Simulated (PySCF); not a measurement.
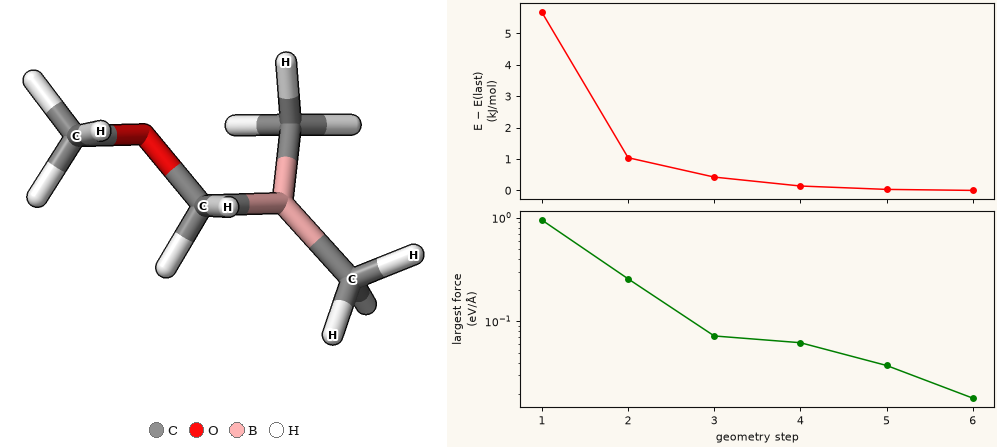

Beside the plot: the molecule at the start.

History of a geometry optimisation. The run: C₄H₁₁BO (SMILES COCB(C)C), by PBE0-D3(BJ)/def2-SVP, geometry optimisation in PySCF.

The optimisation met its thresholds at geometry 6, counting the start as the first. The energy fell by about 5.7 kJ/mol from the first step to the last. The largest force goes from about 0.95 eV/Å at the start to 0.018 eV/Å at the end.
